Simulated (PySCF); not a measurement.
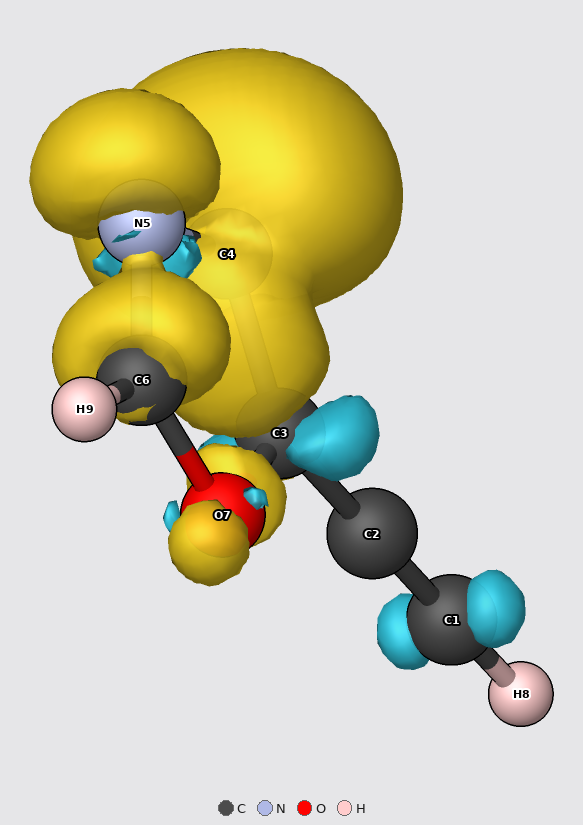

C₅H₂NO (doublet). Isosurfaces of the spin density at +0.02 (yellow) and −0.02 e/Å³ (cyan), seen at an oblique angle.

Geometry: GFN2-xTB.

The calculation used UKS B3LYP, pcH-1 on C H N O, non-relativistic, mean-field spin-orbit, GIAO (PySCF 2.14.0, density-fitted response routines).

```xyz
9

C     2.7111    0.0714   -0.0877
C     1.5173   -0.0601   -0.0639
C     0.1264   -0.2082   -0.0367
C    -0.6966   -1.2922   -0.1633
N    -1.9717   -0.9238   -0.0665
C    -1.9398    0.3605    0.1161
O    -0.7057    0.8707    0.1465
H     3.7542    0.1762   -0.1098
H    -2.7816    1.0115    0.2402
```

### Which atoms carry the spin?

The unpaired spin (1 electron) lies mostly on C4 (about 0.8) and N5 (about 0.1), in electrons by Hirshfeld's partition.
